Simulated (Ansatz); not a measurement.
# SiAsH4+ (triplet): from Hartree-Fock to the top rungs, cc-pVTZ

How much of the correlation energy of SiAsH4+ (triplet) does each wave-function method recover here?

Program: Ansatz 0.2.0, Gaussian basis. Level of theory: cc-pVTZ, core rule «outside noble gas», up to 19 orbitals frozen. These are calculated values, not measurements.

The runs, in order: UHF; CCSD(T) on ROHF; CCSD(T) on UHF; BCCD(T) on ROHF; CCSDT(Q) on ROHF; CCSDT(Q) on UHF.

5 further runs of the same task are left out: 5 set aside as unsound or not needed.

## 1. The geometry

The geometry is a PBE0/def2-TZVP stationary point (not a proven minimum) of the parent state, kept for this charge and spin. No spin-orbit coupling is included. The filled d shell of As may be among the frozen orbitals whatever the setting's name suggests; the logs give the count.

6 atoms, charge 1, spin multiplicity 3.

Atoms are counted from 1 here; the program's logs count them from 0.

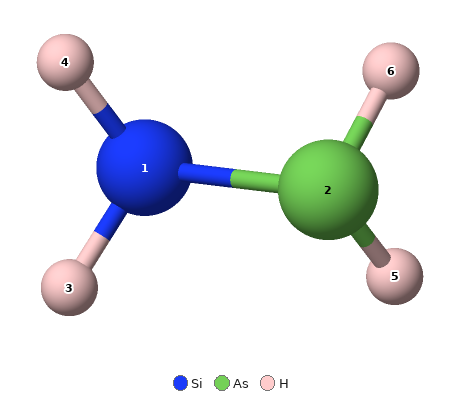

The structure; silicon blue, arsenic green, hydrogen pink; atoms are numbered from 1 in the order of the file.

## 2. UHF

in.yaml

```yaml
crystal:
  periodic: [false, false, false]
  atoms:
    - {symbol: Si, position_ang: [-0.124629, 0.000001, 1.681959]}
    - {symbol: As, position_ang: [0.057778, 0.000000, -0.667422]}
    - {symbol: H, position_ang: [0.561776, -1.209969, 2.222531]}
    - {symbol: H, position_ang: [0.561775, 1.209971, 2.222530]}
    - {symbol: H, position_ang: [-0.972792, -1.104005, -0.850585]}
    - {symbol: H, position_ang: [-0.972793, 1.104003, -0.850586]}
basis:
  gaussian: {orbitals: cc-pVTZ}
total_charge: 1
magnetization: {spin_polarized: true, initial_magnetization: 2}
hamiltonian: {xc: hf}
output: {orbitals: {seedname: orbitals}}
```

Started as:

```bash
$ ansatz run in.yaml --threads 1 --pin off --events-out ev --progress --plain --max-ram 4096MiB --backend cpu
```

Further steps of the session: CCSD(T) on ROHF; CCSD(T) on UHF; BCCD(T) on ROHF; CCSDT(Q) on ROHF; CCSDT(Q) on UHF.

Q: Predict the results of all the runs planned. Wanted: UCCSDT(Q) below the RHF energy; RMP2 from UCCSDT(Q); UMP2 from UCCSDT(Q); RCCSD from UCCSDT(Q); RCCSD(T) from UCCSDT(Q); UCCSD(T) from UCCSDT(Q); RCCSDT(Q) from UCCSDT(Q); T1 diagnostic.

The runs gave:

```
                         quantity                      value
   UCCSDT(Q) below the RHF energy                 -7.4495 eV
              RMP2 from UCCSDT(Q)                +1461.3 meV
              UMP2 from UCCSDT(Q)                +1453.8 meV
             RCCSD from UCCSDT(Q)                 +302.6 meV
          RCCSD(T) from UCCSDT(Q)                  +57.7 meV
          UCCSD(T) from UCCSDT(Q)                  +52.8 meV
         RCCSDT(Q) from UCCSDT(Q)                   +5.7 meV
levels within 1 kcal/mol (43 meV)  RCCSDT, UCCSDT, RCCSDT(Q)
                    T1 diagnostic                      0.026
```

RCCSD(T) misses by +57.7 meV, 0.8 % of the correlation energy. These misses are within one basis, not against nature; the frozen cores of restricted and unrestricted runs differ, which can shift their rows.
